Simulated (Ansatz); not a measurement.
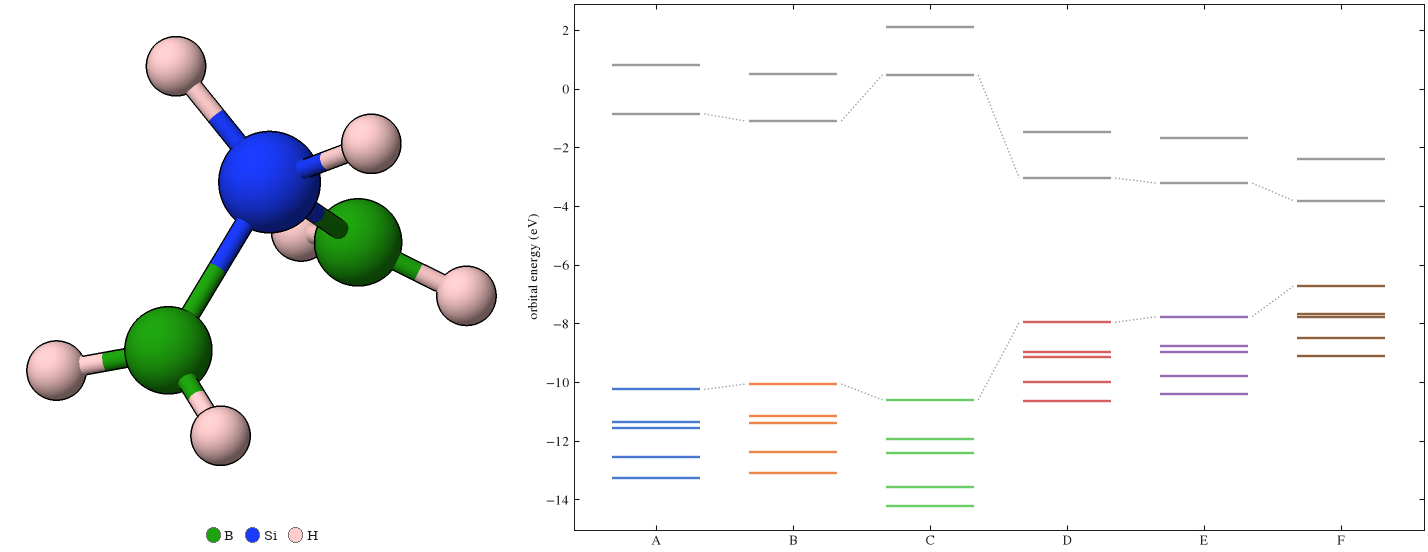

Frontier orbital energies of B₂SiH₆, SMILES B[SiH2]B at one geometry, def2-TZVPP, the Ansatz code 0.2.0, at a PBE0-D4/def2-TZVP geometry (a minimum by its frequencies). Empty levels are grey, levels within 0.1 eV stand side by side; all columns show the same few orbitals around the gap. Dotted lines join the HOMOs and the LUMOs.

**The columns come from B3LYP, BLYP, HF, PBE0, ωB97M-V and ωB97X-V. Which is which?**

A: ωB97X-V (HOMO −10.25, LUMO −0.86, separation 9.39 eV)
B: ωB97M-V (HOMO −10.07, LUMO −1.11, separation 8.96 eV)
C: HF (HOMO −10.61, LUMO 0.46, separation 11.07 eV)
D: PBE0 (HOMO −7.96, LUMO −3.05, separation 4.92 eV)
E: B3LYP (HOMO −7.77, LUMO −3.22, separation 4.55 eV)
F: BLYP (HOMO −6.73, LUMO −3.82, separation 2.92 eV)

Limits of at least one run: empty levels above zero depend strongly on the basis.
